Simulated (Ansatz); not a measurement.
# Si₂ (triplet): a spread of methods and bases

How do the results and run time of Si₂ (triplet) respond when the settings are drawn wide?

Computed with Ansatz 0.2.0, Gaussian basis. Level: the settings change from run to run.

### Step 1. The molecule

An earlier PBE0-D4 in a triple-zeta def2 set relaxation fixed the geometry.

SMILES `[Si][Si] m3`, 2 atoms, charge 0, spin multiplicity 3.

Atoms are counted from 1 here; the program's logs count them from 0.

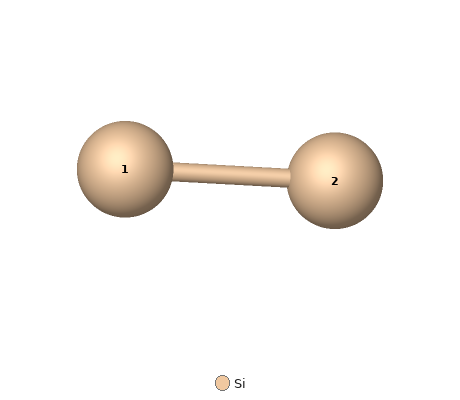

The geometry (silicon light orange); atoms are numbered from 1 in the order of the file.

### Step 2. B97/cc-pVDZ

Options: charge -1, multiplicity 2, restricted open-shell orbitals, density fitting with cc-pVTZ-jkfit, the search for lower states set to light.

Input file in.yaml:

```yaml
crystal:
  periodic: [false, false, false]
  atoms:
    - {symbol: Si, position_ang: [0.000000, 0.000000, 1.127311]}
    - {symbol: Si, position_ang: [-0.000000, -0.000000, -1.127311]}
basis:
  gaussian: {orbitals: cc-pVDZ, fitting: {mean_field: cc-pVTZ-jkfit}}
total_charge: -1
magnetization: {spin_polarized: false, initial_magnetization: 1}
hamiltonian: {xc: {name: B97}}
scf: {lower_state_search: light}
output: {forces: true}
```

The run is started by

```bash
$ ansatz run in.yaml --threads 2 --pin off --events-out ev --progress --plain --max-ram 32768MiB --backend cpu
```

Output:

```text
Functional definition: B97
  name "B97"
  cite "Becke, J. Chem. Phys. 107, 8554 (1997) doi:10.1063/1.475007"
  parameter cx = 0.1943
  parameter cx0 = 0.8094
  parameter cx1 = 0.5073
  parameter cx2 = 0.7481
  parameter css0 = 0.1737
  parameter css1 = 2.3487
  parameter css2 = -2.4868
  parameter cos0 = 0.9454
  parameter cos1 = 0.7471
  parameter cos2 = -4.5961
  exchange = spin_sum(e_x_unif_s*poly(b97_u_x, cx0, cx1, cx2)) + cx*exact_x
  correlation = spin_sum(e_c_pw_same_spin*poly(b97_u_same, css0, css1, css2))
      + integral(e_c_pw_opposite_spin*poly(b97_u_opposite, cos0, cos1, cos2))
242 factors; integrals over basis functions are off by at most 3.0e-2 eV
mean field evaluation 1: about -15750.8838 eV, gradient 3.1e0 eV
mean field evaluation 2: about -15750.8837 eV, gradient 3.1e0 eV
mean field evaluation 4: about -15750.9320 eV, gradient 3.2e-1 eV
mean field evaluation 8: about -15750.9328 eV, gradient 2.6e-4 eV
mean field evaluation 16: about -15750.9328 eV, gradient 1.2e-6 eV
mean field evaluation 32: about -15750.7901 eV, gradient 3.5e-1 eV
mean field -15750.93281338 eV, -578.8361045259 hartree, gradient 1.1e-6 eV, S^2 0.750000; 8 other end points of the search recorded, 0 dependent functions left out
the calculation of the forces begins
reference -15750.93282936 eV, -578.8361051133 hartree; 15, 14 occupied and 21, 22 virtual orbitals, 242 factors
Total energy: -15750.93282936 eV, -578.8361051133 hartree
Atom 0 at     0.000000     0.000000     1.127311 Å, force    -0.000000     0.000000    -0.653006 eV/Å
Atom 1 at    -0.000000    -0.000000    -1.127311 Å, force     0.000000    -0.000000     0.653006 eV/Å
Dipole moment:     0.000000     0.000000    -0.000000 e Å
```

Wall time 4.4 s (2 threads of AMD EPYC 7R13, shared host).

Largest force 0.653 eV/Å.

### Step 3. PBE/cc-pVDZ

Set apart from the defaults: coordinates scaled by 1.12.

Input file in.yaml:

```yaml
crystal:
  periodic: [false, false, false]
  atoms:
    - {symbol: Si, position_ang: [0.000000, 0.000000, 1.262588]}
    - {symbol: Si, position_ang: [-0.000000, -0.000000, -1.262588]}
basis:
  gaussian: {orbitals: cc-pVDZ}
magnetization: {spin_polarized: true, initial_magnetization: 2}
hamiltonian: {xc: {name: PBE}}
output: {forces: true}
```

Launched as before.

Output, shortened:

```text
Functional definition: PBE
  name "PBE"
  cite "Perdew, Burke & Ernzerhof, Phys. Rev. Lett. 77, 3865 (1996) doi:10.1103/PhysRevLett.77.3865"
  parent pbe
[...]
370 factors; integrals over basis functions are off by at most 1.3e-3 eV
[...]
mean field -15743.32818116 eV, -578.5566394466 hartree, gradient 4.6e-6 eV, S^2 2.005025; 5 other end points of the search recorded, 0 dependent functions left out
[...]
reference -15743.32820948 eV, -578.5566404874 hartree; 15, 13 occupied and 21, 23 virtual orbitals, 370 factors
Total energy: -15743.32820948 eV, -578.5566404874 hartree
Atom 0 at     0.000000     0.000000     1.262588 Å, force    -0.000000    -0.000000    -1.689180 eV/Å
Atom 1 at    -0.000000    -0.000000    -1.262588 Å, force     0.000000     0.000000     1.689180 eV/Å
Dipole moment:     0.000000     0.000000    -0.000000 e Å
```

It took 1.6 s on 2 threads of AMD EPYC 7R13, shared host.

Largest force 1.689 eV/Å, dipole 0.00 D, ⟨S²⟩ 2.005.

### Step 4. wB97/aug-pcseg-2

This run has restricted open-shell orbitals.

Input file in.yaml:

```yaml
crystal:
  periodic: [false, false, false]
  atoms:
    - {symbol: Si, position_ang: [0.000000, 0.000000, 1.127311]}
    - {symbol: Si, position_ang: [-0.000000, -0.000000, -1.127311]}
basis:
  gaussian: {orbitals: aug-pcseg-2}
magnetization: {spin_polarized: false, initial_magnetization: 2}
hamiltonian: {xc: {name: wB97}}
output: {forces: true}
```

Same command.

Output, shortened:

```text
Functional definition: wB97
  name "wB97"
  cite "Chai & Head-Gordon, J. Chem. Phys. 128, 084106 (2008) doi:10.1063/1.2834918"
  cite "Becke, J. Chem. Phys. 107, 8554 (1997) doi:10.1063/1.475007"
[...]
  # The coefficients of nought are those of the uniform gas.
[...]
      + integral(e_c_pw_opposite_spin*poly(b97_u_opposite, 1, cos1, cos2, cos3, cos4))
660 factors; their error is unknown
241 factors; integrals over basis functions are off by at most 1.7e-4 eV
[...]
mean field -15750.86099732 eV, -578.8334653344 hartree, gradient 1.2e-5 eV, S^2 2.000000; 3 other end points of the search recorded, 0 dependent functions left out
[...]
reference -15750.86099083 eV, -578.8334650958 hartree; 15, 13 occupied and 85, 87 virtual orbitals, 660 factors
Total energy: -15750.86099083 eV, -578.8334650958 hartree
Atom 0 at     0.000000     0.000000     1.127311 Å, force     0.000000    -0.000000    -0.728772 eV/Å
Atom 1 at    -0.000000    -0.000000    -1.127311 Å, force    -0.000000     0.000000     0.728772 eV/Å
Dipole moment:    -0.000000    -0.000000     0.000000 e Å
```

Run time: 16 s. Hardware: 2 threads of AMD EPYC 7R13, shared host; peak memory 0.26 GiB.

Largest force 0.729 eV/Å, dipole 0.00 D.

### Step 5. HSE06/def2-mTZVPP

Options: charge -1, multiplicity 2, atoms shaken by 0.08 Å, D3(BJ) with three-body dispersion.

Input file in.yaml:

```yaml
crystal:
  periodic: [false, false, false]
  atoms:
    - {symbol: Si, position_ang: [-0.028174, -0.035484, 1.049198]}
    - {symbol: Si, position_ang: [0.122148, -0.024002, -1.113088]}
basis:
  gaussian: {orbitals: def2-mTZVPP}
total_charge: -1
magnetization: {spin_polarized: true, initial_magnetization: 1}
hamiltonian: {xc: {name: HSE06}, dispersion: d3bjatm}
output: {forces: true}
```

The command is unchanged.

Output, shortened:

```text
Functional definition: HSE06
  name "HSE06"
  cite "Heyd, Scuseria & Ernzerhof, J. Chem. Phys. 118, 8207 (2003) doi:10.1063/1.1564060"
  cite "Krukau, Vydrov, Izmaylov & Scuseria, J. Chem. Phys. 125, 224106 (2006) doi:10.1063/1.2404663"
  cite "Heyd & Scuseria, J. Chem. Phys. 120, 7274 (2004) doi:10.1063/1.1668634"
  cite "Ernzerhof & Perdew, J. Chem. Phys. 109, 3313 (1998) doi:10.1063/1.476928"
  cite "Perdew, Burke & Ernzerhof, Phys. Rev. Lett. 77, 3865 (1996) doi:10.1103/PhysRevLett.77.3865"
  parent pbe
[...]
  # The whole range is PBE's own exchange, as in plane waves. The composition of these papers is wPBEh.
[...]
496 factors; integrals over basis functions are off by at most 9.5e-4 eV
65 factors; integrals over basis functions are off by at most 1.1e-6 eV
[...]
mean field -15746.50969128 eV, -578.6735577870 hartree, gradient 1.1e-9 eV, S^2 0.753845; 9 other end points of the search recorded, 0 dependent functions left out
[...]
reference -15746.50971313 eV, -578.6735585900 hartree; 15, 14 occupied and 39, 40 virtual orbitals, 496 factors
Total energy: -15746.55426778 eV, -578.6751959432 hartree
Atom 0 at    -0.028174    -0.035484     1.049198 Å, force    -0.023435    -0.001790     0.337104 eV/Å
Atom 1 at     0.122148    -0.024002    -1.113088 Å, force     0.023435     0.001790    -0.337104 eV/Å
Dipole moment:     0.000000     0.000000     0.000000 e Å
```

Run time: 13 s. Hardware: 2 threads of AMD EPYC 7R13, shared host.

Largest force 0.338 eV/Å, ⟨S²⟩ 0.754.

### Step 6. r2SCANh/6-31++G**

This run has charge +1, multiplicity 2, density fitting with cc-pVTZ-jkfit, D3(BJ) with three-body dispersion.

Input file in.yaml:

```yaml
crystal:
  periodic: [false, false, false]
  atoms:
    - {symbol: Si, position_ang: [0.000000, 0.000000, 1.127311]}
    - {symbol: Si, position_ang: [-0.000000, -0.000000, -1.127311]}
basis:
  gaussian: {orbitals: "6-31++G**", fitting: {mean_field: cc-pVTZ-jkfit}}
total_charge: 1
magnetization: {spin_polarized: true, initial_magnetization: 1}
hamiltonian: {xc: {name: r2SCANh}, dispersion: d3bjatm}
```

Launched as before.

Output, shortened:

```text
Functional definition: r2SCANh
  name "r2SCANh"
  cite "Bursch, Neugebauer, Ehlert & Grimme, J. Chem. Phys. 156, 134105 (2022) doi:10.1063/5.0086040"
  cite "Furness, Kaplan, Ning, Perdew & Sun, J. Phys. Chem. Lett. 11, 8208 (2020) doi:10.1021/acs.jpclett.0c02405"
  cite "Furness, Kaplan, Ning, Perdew & Sun, J. Phys. Chem. Lett. 11, 9248 (2020) doi:10.1021/acs.jpclett.0c03077"
  parent r2scan
[...]
242 factors; integrals over basis functions are off by at most 2.1e-1 eV
[...]
mean field -15740.67264130 eV, -578.4590501565 hartree, gradient 6.4e-6 eV, S^2 1.806740; 15 other end points of the search recorded, 0 dependent functions left out
reference -15740.67265708 eV, -578.4590507364 hartree; 14, 13 occupied and 32, 33 virtual orbitals, 242 factors
Total energy: -15740.68683911 eV, -578.4595719165 hartree
```

Wall time 19 s (2 threads of AMD EPYC 7R13, shared host).

⟨S²⟩ 1.807. The spin excess of 1.06 shows a contaminated determinant.

### Step 7. B2PLYP/6-31G*

This run has coordinates scaled by 1.25, high accuracy.

Input file in.yaml:

```yaml
crystal:
  periodic: [false, false, false]
  atoms:
    - {symbol: Si, position_ang: [0.000000, 0.000000, 1.409138]}
    - {symbol: Si, position_ang: [-0.000000, -0.000000, -1.409138]}
basis:
  gaussian: {orbitals: "6-31G*"}
magnetization: {spin_polarized: true, initial_magnetization: 2}
hamiltonian: {xc: {name: B2PLYP}}
accuracy: high
```

The command is unchanged.

Output, shortened:

```text
Functional definition: B2PLYP
  name "B2PLYP"
  cite "Grimme, J. Chem. Phys. 124, 034108 (2006) doi:10.1063/1.2148954"
  cite "Becke, Phys. Rev. A 38, 3098 (1988) doi:10.1103/PhysRevA.38.3098"
  cite "Lee, Yang & Parr, Phys. Rev. B 37, 785 (1988) doi:10.1103/PhysRevB.37.785"
[...]
625 factors; integrals over basis functions are off by at most 3.2e-9 eV
[...]
mean field -15741.22029656 eV, -578.4791761164 hartree, gradient 6.5e-8 eV, S^2 2.005971; 8 other end points of the search recorded, 0 dependent functions left out
10 core orbitals not correlated: weight in the atoms' cores, before any rotation towards them, 1.000 or more for the frozen orbitals, at most 0.000 for the correlated occupied ones
reference -15741.22031323 eV, -578.4791767287 hartree; 5, 3 occupied and 23, 25 virtual orbitals, 625 factors
second order -4.48463181 eV of doubles, -0.00000000 eV of singles
Total energy: -15742.43116382 eV, -578.5236746671 hartree
```

Run time: 9.6 s. Hardware: 2 threads of AMD EPYC 7R13, shared host.

⟨S²⟩ 2.006.

### Step 8. r2SCANh/aug-pcseg-2

Set apart from the defaults: D3(BJ) with three-body dispersion.

Input file in.yaml:

```yaml
crystal:
  periodic: [false, false, false]
  atoms:
    - {symbol: Si, position_ang: [0.000000, 0.000000, 1.127311]}
    - {symbol: Si, position_ang: [-0.000000, -0.000000, -1.127311]}
basis:
  gaussian: {orbitals: aug-pcseg-2}
magnetization: {spin_polarized: true, initial_magnetization: 2}
hamiltonian: {xc: {name: r2SCANh}, dispersion: d3bjatm}
output: {forces: true}
```

Same command.

Output, shortened:

```text
Functional definition: r2SCANh
  name "r2SCANh"
  cite "Bursch, Neugebauer, Ehlert & Grimme, J. Chem. Phys. 156, 134105 (2022) doi:10.1063/5.0086040"
  cite "Furness, Kaplan, Ning, Perdew & Sun, J. Phys. Chem. Lett. 11, 8208 (2020) doi:10.1021/acs.jpclett.0c02405"
  cite "Furness, Kaplan, Ning, Perdew & Sun, J. Phys. Chem. Lett. 11, 9248 (2020) doi:10.1021/acs.jpclett.0c03077"
  parent r2scan
[...]
660 factors; their error is unknown
[...]
mean field -15750.22655424 eV, -578.8101499815 hartree, gradient 1.8e-7 eV, S^2 2.011751; 5 other end points of the search recorded, 0 dependent functions left out
[...]
reference -15750.22657750 eV, -578.8101508361 hartree; 15, 13 occupied and 85, 87 virtual orbitals, 660 factors
Total energy: -15750.24075953 eV, -578.8106720162 hartree
Atom 0 at     0.000000     0.000000     1.127311 Å, force    -0.000000    -0.000000     0.020172 eV/Å
Atom 1 at    -0.000000    -0.000000    -1.127311 Å, force     0.000000     0.000000    -0.020172 eV/Å
Dipole moment:    -0.000000    -0.000000     0.000000 e Å
```

Wall time 18 s (2 threads of AMD EPYC 7R13, shared host); peak memory 0.28 GiB.

Largest force 0.020 eV/Å, dipole 0.00 D, ⟨S²⟩ 2.012.

### Step 9. PBEsol/x2c-TZVPPall

Set apart from the defaults: density fitting with def2-universal-jkfit, D3(BJ) with three-body dispersion.

Input file in.yaml:

```yaml
crystal:
  periodic: [false, false, false]
  atoms:
    - {symbol: Si, position_ang: [0.000000, 0.000000, 1.127311]}
    - {symbol: Si, position_ang: [-0.000000, -0.000000, -1.127311]}
basis:
  gaussian: {orbitals: x2c-TZVPPall, fitting: {mean_field: def2-universal-jkfit}}
magnetization: {spin_polarized: true, initial_magnetization: 2}
hamiltonian: {xc: {name: PBEsol}, dispersion: d3bjatm}
output: {forces: true}
```

Same command.

Output, shortened:

```text
Functional definition: PBEsol
  name "PBEsol"
  cite "Perdew et al., Phys. Rev. Lett. 100, 136406 (2008) doi:10.1103/PhysRevLett.100.136406"
  cite "Perdew, Burke & Ernzerhof, Phys. Rev. Lett. 77, 3865 (1996) doi:10.1103/PhysRevLett.77.3865"
  parent pbesol
[...]
256 factors; integrals over basis functions are off by at most 9.7e-1 eV
[...]
mean field -15747.80826913 eV, -578.7212796428 hartree, gradient 5.0e-6 eV, S^2 2.005655; 4 other end points of the search recorded, 0 dependent functions left out
[...]
reference -15747.80829614 eV, -578.7212806355 hartree; 15, 13 occupied and 69, 71 virtual orbitals, 256 factors
Total energy: -15747.83194476 eV, -578.7221497061 hartree
Relativity: scalar
Atom 0 at     0.000000     0.000000     1.127311 Å, force     0.000000     0.000000     0.335246 eV/Å
Atom 1 at    -0.000000    -0.000000    -1.127311 Å, force    -0.000000    -0.000000    -0.335246 eV/Å
Dipole moment:     0.000000    -0.000000    -0.000000 e Å
```

Wall time 6.5 s (2 threads of AMD EPYC 7R13, shared host).

Largest force 0.335 eV/Å, dipole 0.00 D, ⟨S²⟩ 2.006.

### Step 10. PBEsol/def2-TZVPD

Options: D3(BJ) with three-body dispersion.

Edit in.yaml of step 9 so:

```diff
@@ -6,3 +6,3 @@
 basis:
-  gaussian: {orbitals: x2c-TZVPPall, fitting: {mean_field: def2-universal-jkfit}}
+  gaussian: {orbitals: def2-TZVPD}
 magnetization: {spin_polarized: true, initial_magnetization: 2}
```

Same command.

Output, shortened:

```text
Functional definition: PBEsol
  name "PBEsol"
  cite "Perdew et al., Phys. Rev. Lett. 100, 136406 (2008) doi:10.1103/PhysRevLett.100.136406"
  cite "Perdew, Burke & Ernzerhof, Phys. Rev. Lett. 77, 3865 (1996) doi:10.1103/PhysRevLett.77.3865"
  parent pbesol
[...]
550 factors; their error is unknown
[...]
mean field -15714.83657278 eV, -577.5095921507 hartree, gradient 4.8e-6 eV, S^2 2.005935; 4 other end points of the search recorded, 0 dependent functions left out
[...]
reference -15714.83660271 eV, -577.5095932506 hartree; 15, 13 occupied and 71, 73 virtual orbitals, 550 factors
Total energy: -15714.86025132 eV, -577.5104623212 hartree
Atom 0 at     0.000000     0.000000     1.127311 Å, force     0.000000     0.000000     0.294060 eV/Å
Atom 1 at    -0.000000    -0.000000    -1.127311 Å, force    -0.000000    -0.000000    -0.294060 eV/Å
Dipole moment:    -0.000000     0.000000    -0.000000 e Å
```

Run time: 7.5 s. Hardware: 2 threads of AMD EPYC 7R13, shared host.

Largest force 0.294 eV/Å, dipole 0.00 D, ⟨S²⟩ 2.006.

### Step 11. The runs in one table

```csv
level,charge,multiplicity,geometry,functions,energy (eV),time
B97/cc-pVDZ,-1,2,relaxed,36,-15750.933,4.4 s
PBE/cc-pVDZ,0,3,scaled,36,-15743.328,1.6 s
wB97/aug-pcseg-2,0,3,relaxed,100,-15750.861,16 s
HSE06/def2-mTZVPP,-1,2,shaken,54,-15746.554,13 s
r2SCANh/6-31++G**,1,2,relaxed,46,-15740.687,19 s
B2PLYP/6-31G*,0,3,scaled,38,-15742.431,9.6 s
r2SCANh/aug-pcseg-2,0,3,relaxed,100,-15750.241,18 s
PBEsol/x2c-TZVPPall,0,3,relaxed,84,-15747.832,6.5 s
PBEsol/def2-TZVPD,0,3,relaxed,86,-15714.860,7.5 s
```

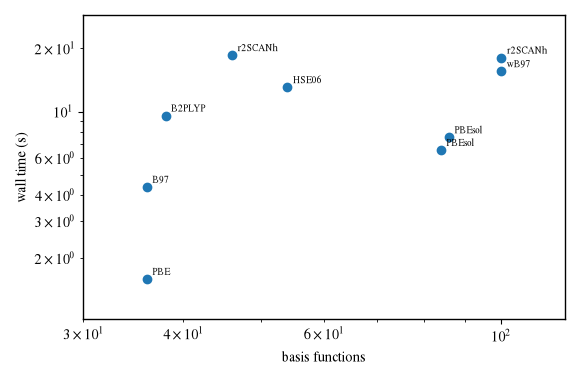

Wall time against the number of basis functions (shared host).

### Step 12. What came out

```
                                         quantity                    value
                                             runs                        9
                                         quickest       PBE/cc-pVDZ, 1.6 s
                                          slowest  r2SCANh/6-31++G**, 19 s
spread of total energies, same state and geometry                  36.0 eV
                  dipole, same state and geometry           0.00 to 0.00 D
```

What this shows: Run time spans a factor of 12, from PBE/cc-pVDZ to r2SCANh/6-31++G**. The jobs differ in tasks and options as well as level. The totals spread over 36 eV; they can't be compared across methods or bases. Some of these runs are scalar-relativistic and others not, which shifts the totals of all-electron atoms past neon by eV; core potentials, where a basis has them, take the core out of the total altogether. At the PBE0-D4/def2-TZVP geometry and in the same state, runs without warnings or point charges leave forces up to 0.73 eV/Å (wB97/aug-pcseg-2), against 1.7 eV/Å where the atoms were moved.
